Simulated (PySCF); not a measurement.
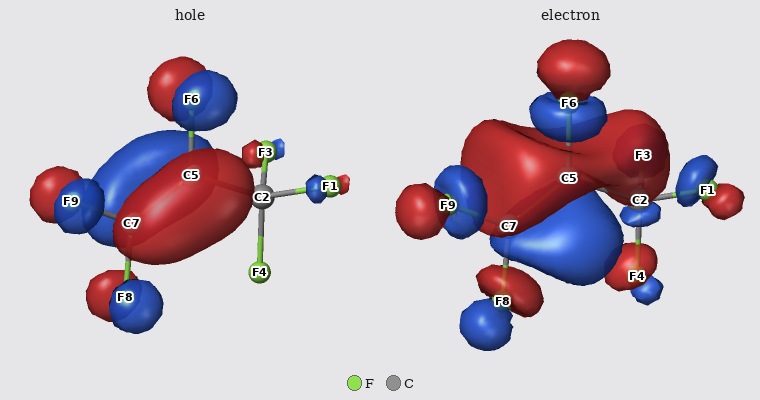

Figure 1: C$_{3}$F$_{6}$, SMILES `FC(F)(F)C(F)=C(F)F`. Leading natural transition orbital pair of S₁ (TDA singlet states); the surfaces enclose about 85 % of each orbital's density.

Computed with PySCF, ωB97X/6-31G*, geometry: GFN2-xTB. No frequency check shows the geometry to be a minimum. Without diffuse functions Rydberg states are missing, so the states' numbers hold for this basis only.

Question: Where does the state lie, and where do hole and electron sit?

Answer: 7.25 eV (171 nm), f = 0.003; the leading pair carries 100 %; hole on C5 (36 %), C7 (28 %) and F6 (15 %), electron on C5 (28 %), C7 (22 %) and F6 (17 %); their centroids lie 0.2 Å apart. In canonical orbitals it is mainly HOMO → LUMO+1 (98 %). The HOMO–LUMO gap is 12.49 eV.
